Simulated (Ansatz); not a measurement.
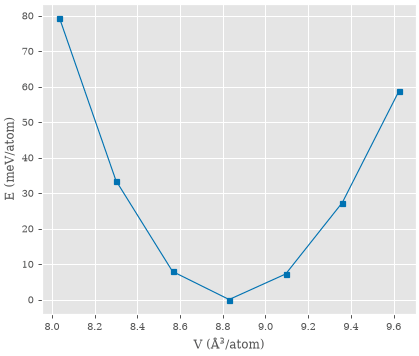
Figure: SiO2 in space group Pn-3m (No. 224; Si on 2a, O on 4b) under volume change, LDA in the plane-wave PAW code Ansatz, scaled uniformly.

Q: What does a third-order Birch–Murnaghan fit give for V₀, B₀ and B′?

A: V₀ = 8.83 Å³/atom, B₀ = 304 GPa, B′ = 4.0.

The first step of the workflow began from a Materials Project structure, measured or hypothetical; the Crystallography Open Database copy checked does not list it. It is not the phase usual at ambient conditions (space group No. 92, 152, 154). The cell was relaxed with LDA under the symmetry of its start; whether a distortion lowers the energy is not shown.

Potentials: the earlier of the program's two PAW sets. The files were generated under PBE; for other functionals the program regenerates the frozen cores, and for LDA and PBEsol the local potential too.
